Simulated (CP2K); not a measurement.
Consider acetyl chloride at its PBE geometry (Å).

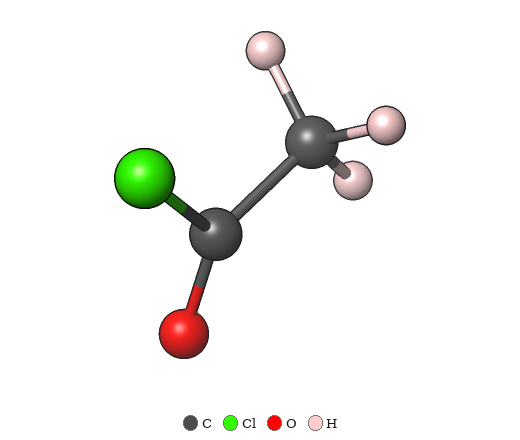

The molecule (carbon dark grey, chlorine green, oxygen red, hydrogen pink).

```xyz
7

C    -0.6700   -0.1879   -0.0376
C     0.6983    0.4245   -0.0568
Cl    1.9555   -0.6883    0.6552
O     1.0146    1.5024   -0.4714
H    -0.9451   -0.4545    0.9909
H    -0.6618   -1.1173   -0.6224
H    -1.3914    0.5210   -0.4578
```

Method: CP2K XAS_TDP, all-electron GAPW, PBEh(45%), aug-pc-1, TDA, ZORA, spin–orbit coupling.

Question: Where do the Cl L₂,₃-edge lines lie, and how strong are they?

Leading lines: Cl3 198.96 eV. The leading line of an atom is its first one with 35 % of the strongest within 2.5 eV of its lowest line over the strength cut. 

The first six lines of each atom with a strength over 0.0003:

```
             atom  energy (eV)  states  strength, one atom
Cl3 (bonded to C)       198.96       2              0.0061
                        199.69       1              0.0004
                        200.48       2              0.0041
                        201.45       2              0.0006
                        201.56       3              0.0003
                        201.60       1              0.0015
```

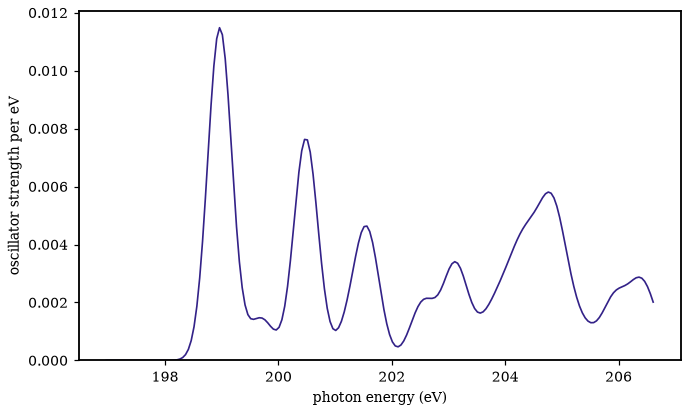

All atoms added, broadened by 0.5 eV.

Lines are vertical, at one geometry, with no vibrational structure. Without a correction of the core level, line positions, and the gaps between valence and Rydberg lines, follow the share of exact exchange. Rydberg lines, and the discretised continuum above threshold, depend on the basis and the box.

[Banner, clock and machine lines of the logs are left out without a mark of their own.]

[Logs are printed without paths, hosts, clocks, repeated set-up lines and the standing remarks that a program may print on its own settings, such as how far it seeks lower states.]

[Hosts, paths, dates, database ids (printed as entryN), source tags and the programs' standing remarks are cut or masked in the printed files.]
